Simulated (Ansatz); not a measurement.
## How YAu (Pm-3m) expands on warming

Aim: the lattice, expansion, heat capacity and bulk modulus of YAu as it warms.

Method: DFT LDA, scalar-relativistic, plane waves, PAW, in Ansatz 0.2.0.

**1. The structure**

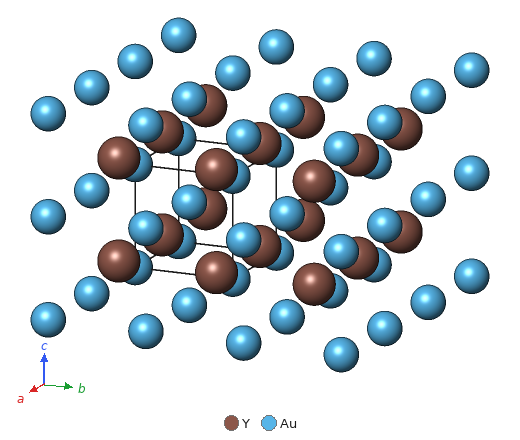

The cell as given, slightly off an axis (yttrium brown, gold blue). 3×3×2 cells are drawn. Some periodic images of atoms are drawn too.

**2. A first coarse run**

A cheap single point shows whether the cell is a metal or an insulator and how far it is from rest; that sets the k-mesh and the occupations of what follows.

input.yaml

```yaml
crystal:
  lattice:
    - [3.559, 0.0, 0.0]
    - [0.0, 3.559, 0.0]
    - [0.0, 0.0, 3.559]
  atoms:
    - { symbol: "Y", position: [0.5, 0.5, 0.5] }
    - { symbol: Au, position: [0.0, 0.0, 0.0] }
kpoints:
  mp_grid: { grid: [6, 6, 6] }
hamiltonian:
  xc: lda
scf:
  occupations: { method: gaussian, width: 0.1 }
output:
  forces: true
  stress: true
  eigenvalues: true
```

On the command line:

```sh
ansatz run input.yaml --threads 4 --pin off --max-ram 8192MiB --backend cpu --events-out ev --progress --plain --runs-dir out
```

Numbers of over 12 decimals in the logs are rounded to 6 here.

Output:

```text
Engine: ansatz 0.2.0, x86_64-unknown-linux-gnu
Pseudopotentials: kind: paw
Pseudopotential: Y, paw, valence charge 11, recommended cutoff 420 eV (normal), Y.paw.azcp
Pseudopotential: Au, paw, valence charge 19, recommended cutoff 420 eV (normal), Au.paw.azcp
Functional definition: SPW92
  exchange = slater_x
  correlation = pw_c
Crystal: 2 atoms, lattice volume = 45.080 Å³
Basis set: ecut = 420 eV, 895 PW (Γ)
Bands: 19, of which v1, the nominal top of the filled ones, is band 15 counted from 1 (14 counted from 0)
Symmetry: 48 space group operations
Space group: Pm-3m (ITA 221), of the structure as read, at distance tolerance 3.6e-5 Å
k-points: 20 of 216
Non-local potential: Y, projectors of the file, l = 0: 3, l = 1: 2, l = 2: 2, l = 3: 1
Non-local potential: Au, projectors of the file, l = 0: 3, l = 1: 2, l = 2: 2, l = 3: 1
PAW form: soft (Blöchl's): semilocal exchange-correlation on the pseudo side does not see the compensation charge
PAW frozen core: Y, regenerated for the run's functional, and the local potential with it (the file was generated under x = pbe(κ = 0.804, μ = 0.219515), c = pbe(β = 0.066725))
PAW frozen core: Au, regenerated for the run's functional, and the local potential with it (the file was generated under x = pbe(κ = 0.804, μ = 0.219515), c = pbe(β = 0.066725))
PAW one-centre angular grid: Y, 590 points (default); XC on 64 Gauss nodes
PAW one-centre angular grid: Au, 590 points (default); XC on 64 Gauss nodes
Initial density: superposition of atomic densities (neutral atoms: chi_scale 0, normalization atom), corrected by the library's trained network
Initial wavefunctions: pseudopotential atomic-orbital guess
Functional: x = slater, c = lda
SCF iter   1: F=—  HF=-16612.289535 eV  |F-HF|=—  |Δ(HF+E_count)|=         —  Δρ=5.80e-3  dr2=5.42e-3  ethr=1.77e-3  ⟨swp⟩=4.5  Hψ=1515  notcnv=0
preconditioner: auto → Resta (q_TF=auto, 2.549 Å⁻¹)  ε∞=5.2  [insulator: Δε(μ)=0.106 eV  Ē_g=12.023 eV  σ=0.100 eV  W_gap=0.52  n_scr=18 (ndim 8)  ℏωp=24.7 eV  f_vac=0.000  D(μ)=0.83/eV (n_scr^D=6)  ε∞_Penn≈5.2]
SCF iter   2: F=—  HF=-16612.289805 eV  |F-HF|=—  |Δ(HF+E_count)|=   2.71e-4  Δρ=2.96e-3  dr2=1.14e-3  ethr=1.81e-5  ⟨swp⟩=2.0  Hψ=654  notcnv=0
SCF iter   3: F=—  HF=-16612.289459 eV  |F-HF|=—  |Δ(HF+E_count)|=   3.47e-4  Δρ=6.25e-4  dr2=1.07e-4  ethr=3.80e-6  ⟨swp⟩=1.9  Hψ=444  notcnv=0
SCF iter   4: F=—  HF=-16612.289430 eV  |F-HF|=—  |Δ(HF+E_count)|=   2.89e-5  Δρ=8.54e-5  dr2=1.70e-6  ethr=3.58e-7  ⟨swp⟩=2.2  Hψ=560  notcnv=0
SCF iter   5: F=—  HF=-16612.289438 eV  |F-HF|=—  |Δ(HF+E_count)|=   8.38e-6  Δρ=1.62e-5  dr2=1.15e-7  ethr=5.66e-9  ⟨swp⟩=2.0  Hψ=574  notcnv=0
SCF iter   6: F=-16612.289438 eV  HF=-16612.289438 eV  |F-HF|=5.63e-9  |Δ(HF+E_count)|=   1.33e-8  Δρ=4.99e-6  dr2=1.29e-8  ethr=3.33e-10  ⟨swp⟩=4.6  Hψ=1221  notcnv=0
SCF 1 converged in 6 iterations: F = -16612.289438 eV  dr2 = 1.29e-8
  greatest PAW one-centre occupation: 1.002 electrons in one spin orbital (limit 2), on the Au atom at site 1 (counted from 0), in its partial waves of l = 0
SCF converged after 6 iterations
Free energy (F): -16612.289438 eV
Harris-Foulkes:  -16612.289438 eV  (|F-HF|=5.63e-9)
Internal energy: -16612.285267 eV  (E = F + TS)
E sigma→0 (E₀):  -16612.287352 eV
Entropy (-TS):   -0.004171 eV (-2.086 meV/atom)
Fermi energy:    14.713676 eV
--- Per-component energies (eV) ---
  E_band       = -394.238866
  E_kinetic    = 910.984985
  E_local      = -2790.572122  (includes V_loc(G=0)·N_el)
  E_nonlocal   = 131.873729
  E_hartree    = 1125.820900
  E_xc         = -399.997393
  E_vxc        = -475.590878  (∫ρ·V_xc dr)
  E_paw        = -12146.528007  (= ΣΔE_a)
  E_vpaw       = -422.579940  (= ΣTr[D̂ρ^β])
  E_aug_tail   = 0.001280  (compensation charges beyond the density's cutoff)
  E_ewald      = -3444.720942
  E_core_change = 0.852303  (= ΣΔE_core)
  E_smearing   = -0.004171  (= −TS)
  E_closure    = 0.000000  (closes the sum)
  Σ components = -16612.289438   (vs F -16612.289438, Δ=0.00e0)
--- Forces (eV/Å), atoms counted from 1 ---
  atom   1  Y      0.00000000    -0.00000000    -0.00000000
  atom   2  Au    -0.00000000    -0.00000000     0.00000000
  max |Σ_I F_I| component: 4.47e-30 eV/Å
--- Stress (GPa, compression-positive) ---
       -3.374187       0.000000      -0.000000
       -0.000000      -3.374187       0.000000
        0.000000       0.000000      -3.374187
  P = ⅓ Tr σ = -3.3742 GPa (-33.742 kbar)
--- Band table (eV; the first three rows and the last of 20) ---
  k-point 0: bands = [... 11 lower, 10.4255, 10.4255, 10.4255, 15.7429, 15.7429, 19.3264, 19.3264, 19.3264]
  k-point 1: bands = [... 11 lower, 10.3822, 10.3822, 10.4658, 15.5183, 15.6325, 17.8985, 17.8985, 19.1876]
  k-point 2: bands = [... 11 lower, 10.3019, 10.3019, 10.5489, 14.0485, 15.0527, 16.6473, 16.6473, 18.9142]
  k-point 19: bands = [... 11 lower, 11.1670, 11.1670, 13.0704, 13.0704, 13.0704, 14.7549, 20.2866, 20.2866]
```

Run time: 1.4 s. Hardware: 4 threads of Intel Xeon 6975P-C (Granite Rapids), shared host; peak memory 0.37 GiB.

The column dr2 measures how far the density is from self-consistency, as an energy; F and HF (Harris–Foulkes) agree once it is small.

Numbers from this step:

```
pressure          : -3.374 GPa
volume per atom   : 22.54 Å³
gap on the k-mesh : 0 eV
```

The start is under -3.4 GPa at this level and looks like a metal on this mesh.

**3. Finding the static equilibrium**

The vibrations must be taken about the equilibrium of this functional, not about the starting cell, so the structure is relaxed.

input.yaml, the sections that differ from step 2:

```yaml
kpoints:
  mp_grid: { grid: [12, 12, 12] }
output:
  forces: true
  stress: true
  eigenvalues: true
  write_density: true
  write_potential: true
  elf: true
  volumetric_format: npy
relax:
  adjacent_minimum: "off"
  f_tol: 0.005
  max_steps: 80
  cell: { stress_tol: 0.05 }
# crystal, hamiltonian, scf: as in step 2
```

Output:

```text
[...]
Crystal: 2 atoms, lattice volume = 45.080 Å³
Basis set: ecut = 420 eV, 895 PW (Γ)
Bands: 19, of which v1, the nominal top of the filled ones, is band 15 counted from 1 (14 counted from 0)
Symmetry: 48 space group operations
[...]
k-points: 84 of 1728
[...]
SCF iter   1: F=—  HF=-16612.292620 eV  |F-HF|=—  |Δ(HF+E_count)|=         —  Δρ=6.01e-3  dr2=7.64e-3  ethr=1.77e-3  ⟨swp⟩=4.6  Hψ=6372  notcnv=0
[...]
SCF iter   6: F=-16612.291685 eV  HF=-16612.291685 eV  |F-HF|=2.33e-9  |Δ(HF+E_count)|=   4.11e-8  Δρ=4.42e-6  dr2=6.84e-9  ethr=3.33e-10  ⟨swp⟩=9.0  Hψ=10185  notcnv=0
SCF 1 converged in 6 iterations: F = -16612.291685 eV  dr2 = 6.84e-9
[...]
relax step   1: F+E_penalty+E_count = -16612.29168527 eV  Δ(F+E_penalty+E_count) = +0.000e0 eV  max|allowed force component| = 1.433e-29 eV/Å  Δτ_max = 0.0000 Å  P = -3.673 GPa  Ω = 45.080 Å³  (6 SCF iters, dr2 threshold 1.00e-7 eV, accepted)
Crystal: 2 atoms, lattice volume = 41.484 Å³
Basis set: ecut = 420 eV, 799 PW (Γ)
[...]
iter 1 solved again at ethr=7.05e-4 eV; its pass at ethr=3.10e-3 eV (dr2=2.11e-1 eV) is discarded
[...]
SCF iter   6: F=-16612.281684 eV  HF=-16612.281684 eV  |F-HF|=9.30e-9  |Δ(HF+E_count)|=   5.49e-7  Δρ=9.81e-6  dr2=3.48e-8  ethr=6.67e-10  ⟨swp⟩=7.4  Hψ=11036  notcnv=0
SCF 2 converged in 6 iterations: F = -16612.281684 eV  dr2 = 3.48e-8
[...]
relax step   2: F+E_penalty+E_count = -16612.28168403 eV  Δ(F+E_penalty+E_count) = +1.000e-2 eV  max|allowed force component| = 1.578e-30 eV/Å  Δτ_max = 0.0000 Å  P = +5.261 GPa  Ω = 41.484 Å³  energy of the carried Pulay correction = +3.872e-4 eV  (6 SCF iters, dr2 threshold 2.00e-7 eV, rejected (line search))
Crystal: 2 atoms, lattice volume = 43.529 Å³
Basis set: ecut = 420 eV, 847 PW (Γ)
[...]
SCF iter   8: F=-16612.311613 eV  HF=-16612.311613 eV  |F-HF|=0.00e0  |Δ(HF+E_count)|=  2.18e-11  Δρ=2.08e-7  dr2=1.68e-11  ethr=1.00e-12  ⟨swp⟩=6.0  Hψ=7025  notcnv=0
the search or the solves at the SCF's close seem to have found levels that the self-consistency loop had missed (the run counts 2). By its estimate they hold under 1e-12 electrons; where the run keeps them, the occupations were computed again with them
SCF 3 converged in 8 iterations: F = -16612.311613 eV  dr2 = 1.68e-11
relax step   3: F+E_penalty+E_count = -16612.31161319 eV  Δ(F+E_penalty+E_count) = -1.993e-2 eV  max|allowed force component| = 3.681e-30 eV/Å  Δτ_max = 0.0000 Å  P = -0.301 GPa  Ω = 43.529 Å³  energy of the carried Pulay correction = +1.632e-4 eV  (8 SCF iters, accepted)
[...]
relax step   4: F+E_penalty+E_count = -16612.31174403 eV  Δ(F+E_penalty+E_count) = -1.308e-4 eV  max|allowed force component| = 1.841e-30 eV/Å  Δτ_max = 0.0000 Å  P = -0.007 GPa  Ω = 43.406 Å³  energy of the carried Pulay correction = +1.763e-4 eV  (4 SCF iters, dr2 threshold 2.00e-7 eV, accepted)
[...]
SCF iter   5: F=-16612.311558 eV  HF=-16612.311558 eV  |F-HF|=1.09e-11  |Δ(HF+E_count)|=  6.91e-11  Δρ=1.18e-7  dr2=5.39e-12  ethr=1.00e-12  ⟨swp⟩=4.1  Hψ=7339  notcnv=0
SCF 5 converged in 5 iterations: F = -16612.311558 eV  dr2 = 5.39e-12
relax step   5: F+E_penalty+E_count = -16612.31155812 eV  Δ(F+E_penalty+E_count) = +1.859e-4 eV  max|allowed force component| = 1.972e-30 eV/Å  Δτ_max = 0.0000 Å  P = -0.004 GPa  Ω = 43.406 Å³  stress off target by 3.69e-3 GPa  SCF on the basis re-selected at this cell (its energy is not comparable with the rows above)  (5 SCF iters)
basis re-selected at this cell: Δ(F+E_penalty+E_count) = +1.859e-4 eV, ΔP = +0.003 GPa vs the last step (what re-selecting the basis moved, of the pressure what is left beyond the Pulay correction that the steps carried, after the strain that the cell walked since its last selection, with what the two solves' SCF thresholds leave and, on support functions, any second-order correction that the steps lacked; it is no m [...]
SCF converged after 5 iterations
Free energy (F): -16612.311558 eV
[...]
Internal energy: -16612.308243 eV  (E = F + TS)
E sigma→0 (E₀):  -16612.309901 eV
Entropy (-TS):   -0.003315 eV (-1.658 meV/atom)
Fermi energy:    15.570517 eV
[...]
--- Stress (GPa, compression-positive) ---
       -0.003690       0.000000       0.000000
        0.000000      -0.003690      -0.000000
        0.000000      -0.000000      -0.003690
  P = ⅓ Tr σ = -0.0037 GPa (-0.037 kbar)
--- Band table (eV; the first three rows and the last of 84) ---
  k-point 0: bands = [... 11 lower, 10.9939, 10.9939, 10.9939, 16.4701, 16.4701, 20.2136, 20.2136, 20.2136]
  k-point 1: bands = [... 11 lower, 10.9819, 10.9819, 11.0053, 16.4042, 16.4773, 19.5733, 19.5733, 20.1724]
  k-point 2: bands = [... 11 lower, 10.9502, 10.9502, 11.0369, 16.2225, 16.3736, 18.6940, 18.6940, 20.0607]
  k-point 83: bands = [... 11 lower, 11.7834, 11.7834, 13.6495, 13.6495, 13.6495, 15.5306, 21.2180, 21.2180]
--- Relaxed structure (4 steps of the walk, 3 accepted, 1 SCFs on fresh bases) ---
  F+E_penalty+E_count = -16612.31155812 eV   max|allowed force component| = 1.972e-30 eV/Å   (the final SCF, on the basis selected at the relaxed cell)
  cell:  # Å, volume = 43.4063 Å³
    - [3.514399, 0, 0]
    - [0, 3.514399, 0.0]
    - [0, 0.0, 3.514399]
  atoms:
    - { symbol: Y, position: [0.5, 0.5, 0.5] }
    - { symbol: Au, position: [0, 0, 0] }
```

Elapsed: 6 s, on 4 threads; peak memory 0.48 GiB.

The steps of the relaxation:

```
step  energy less that of the first step (eV)  largest force component (eV/Å)  pressure (GPa)  volume (Å³)
   1                                   0.0000                          0.0000           -3.67        45.08
   2                                   0.0100                          0.0000            5.26        41.48
   3                                  -0.0199                          0.0000           -0.30        43.53
   4                                  -0.0201                          0.0000           -0.01        43.41
  5*                                  -0.0199                          0.0000            0.00        43.41
```

Relaxation steps marked * repeat the geometry before them on a plane-wave basis chosen anew for their cell, so energy and pressure can jump there. Relaxation step 2 was tried and not accepted.

The run keeps the 48 symmetry operations that it works with, so distortions that break them were not tested.

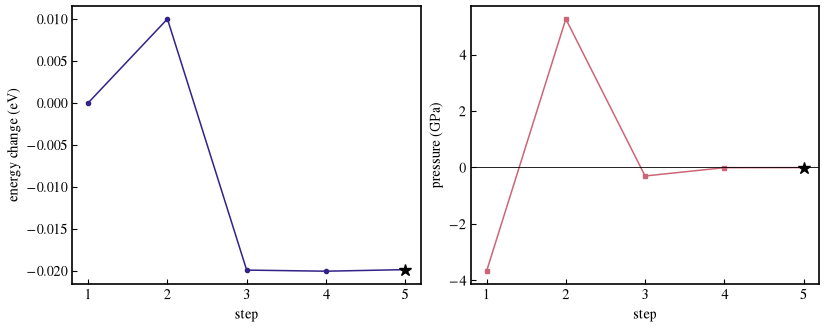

Energy and pressure along the relaxation. Stars mark steps on a basis chosen anew.

```
conventional cell, symmetrised  before  after  change
                         a (Å)   3.559  3.514  -1.3 %
                         b (Å)   3.559  3.514  -1.3 %
                         c (Å)   3.559  3.514  -1.3 %
              volume (Å³/atom)   22.54  21.70  -3.7 %
```

The relaxed structure:

```xyz
2
Lattice="3.5144 0.0000 0.0000 0.0000 3.5144 0.0000 0.0000 0.0000 3.5144" Properties=species:S:1:pos:R:3 pbc="T T T"
Y     1.7572    1.7572    1.7572
Au    0.0000    0.0000    0.0000
```

This step gave:

```
pressure        : -0.003690 GPa
volume per atom : 21.70 Å³
```

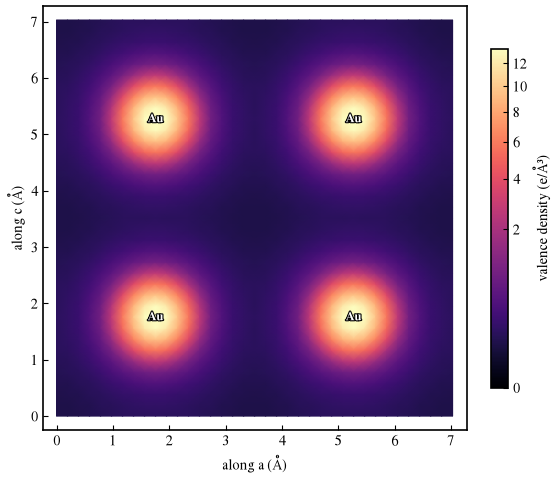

Valence density in the ac plane at fractional y = 0.000, with atoms of Au within 0.2 Å of it. It is the smooth field of the valence electrons, not physical close to the nuclei. The map starts off the cell's origin, so that atoms lie inside it. The colour scale is stretched toward low values.

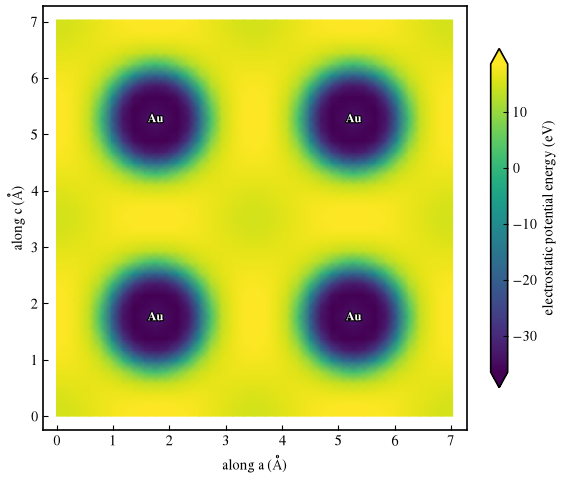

Electrostatic potential energy in the ac plane at fractional y = 0.000, with atoms of Au within 0.2 Å of it. With pseudopotentials it is smooth inside the atoms' cores, unlike the true potential. The map starts off the cell's origin, so that atoms lie inside it.

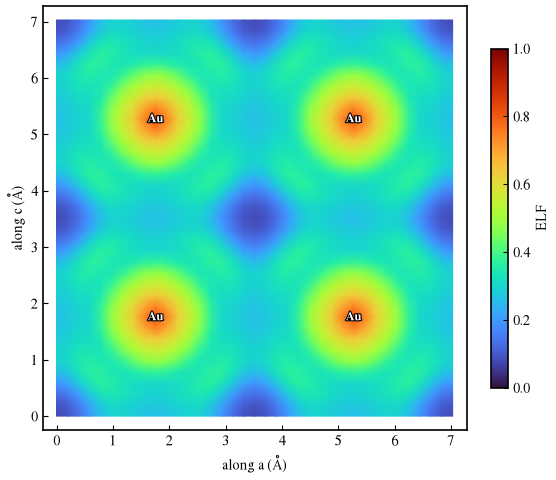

ELF in the ac plane at fractional y = 0.000, with atoms of Au within 0.2 Å of it. It is the smooth field of the valence electrons, not physical close to the nuclei. The map starts off the cell's origin, so that atoms lie inside it.

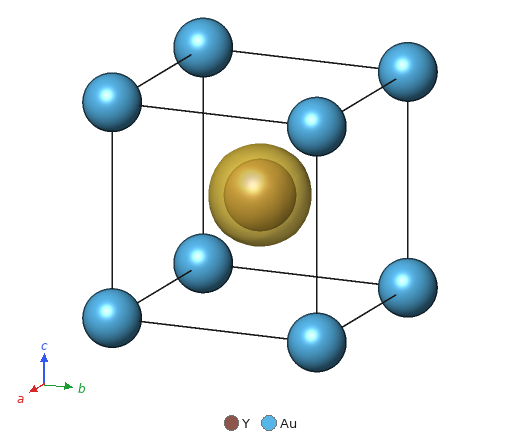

Surface of ELF = 0.78.

The relaxation ends with a pressure of 0.00 GPa.

**4. Relaxing to small residual forces and stress**

The relaxation is repeated with tighter thresholds on force and stress, since phonons are sensitive to what is left; a change of mesh or smearing in the input moves the cell too.

input.yaml

```yaml
crystal:
  lattice:
    - [3.5143989348, 0.0, 0.0]
    - [0.0, 3.5143989348, 0.0]
    - [0.0, 0.0, 3.5143989348]
  atoms:
    - { symbol: "Y", position: [0.5, 0.5, 0.5] }
    - { symbol: Au, position: [0.0, 0.0, 0.0] }
kpoints:
  mp_grid: { grid: [12, 12, 12] }
hamiltonian:
  xc: lda
scf:
  occupations: { method: methfessel_paxton, width: 0.15 }
output:
  forces: true
  stress: true
  eigenvalues: true
relax:
  adjacent_minimum: "off"
  f_tol: 0.001
  max_steps: 60
  cell: { stress_tol: 0.01 }
```

Output:

```text
[...]
Crystal: 2 atoms, lattice volume = 43.406 Å³
Basis set: ecut = 420 eV, 847 PW (Γ)
Bands: 19, of which v1, the nominal top of the filled ones, is band 15 counted from 1 (14 counted from 0)
Symmetry: 48 space group operations
[...]
k-points: 84 of 1728
[...]
k-point 83: bands = [... 11 lower, 11.7863, 11.7863, 13.6517, 13.6517, 13.6517, 15.5341, 21.2206, 21.2206]
--- Relaxed structure (3 steps of the walk, 2 accepted, 1 SCFs on fresh bases) ---
[...]
cell:  # Å, volume = 43.4000 Å³
    - [3.514227, 0, 0.0]
    - [0, 3.514227, 0.0]
    - [0.0, 0.0, 3.514227]
  atoms:
    - { symbol: Y, position: [0.5, 0.5, 0.5] }
    - { symbol: Au, position: [0, 0, 0.0] }
[key lines of the parts left out:]
SCF converged after 4 iterations
Free energy (F): -16612.308989 eV
Fermi energy:    15.582082 eV
P = ⅓ Tr σ = 0.0001 GPa (0.001 kbar)
```

It took 3.6 s on 4 threads; peak memory 0.47 GiB; 12 s of CPU time.

Little changed from the start: no atom moved by 0.005 Å and no cell edge by 0.1 %.

This step gave:

* pressure: 1.36e-4 GPa

The residual pressure is 1.4e-4 GPa, small enough for phonons.

(Continued in part 2 of 2.)

[Logs are printed without paths, hosts, clocks, repeated set-up lines and the standing remarks that a program may print on its own settings, such as how far it seeks lower states.]

[Hosts, paths, dates, database ids (printed as entryN), source tags and the programs' standing remarks are cut or masked in the printed files.]

[A step with changed settings may run another functional than the one named; its input shows which.]

[Pressures of single members of a volume series are the stress at the run's cutoff; with an incomplete basis they can lie off −dE/dV of the same runs, and they are not shown converged.]
